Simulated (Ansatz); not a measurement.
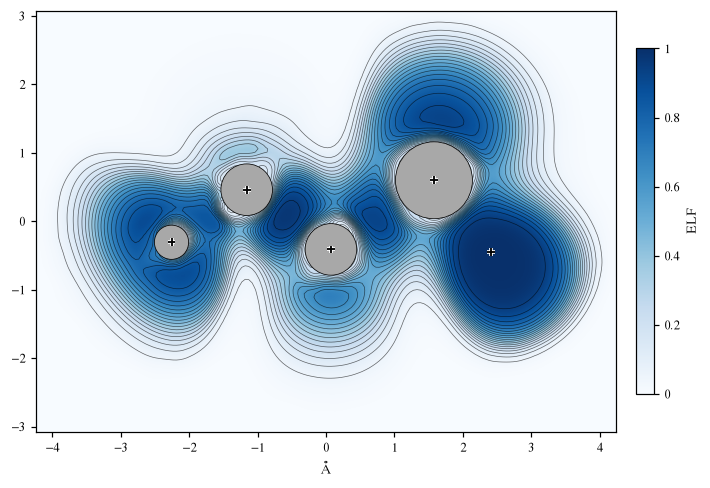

The electron localisation function on a plane through atoms (crosses mark nuclei in the plane; grey discs cover the cores).

Method: RKS PBE0-D4/def2-TZVPP in Ansatz.

Candidates:
A. C2H3F3S (SMILES FC(F)(F)CS)
B. CH3BClFSe (SMILES C[Se]B(F)Cl)
C. CH6AlNOSi

Which system is this?

Answer. Candidate A: C2H3F3S on the plane of atoms F4, C2 and C5, which holds C, F, S and H. C–F (1.34 Å): the ELF peaks at about 0.85 between the atoms: a polar covalent bond. C–C (1.51 Å): the ELF peaks at about 1 between the atoms (a shared electron pair).
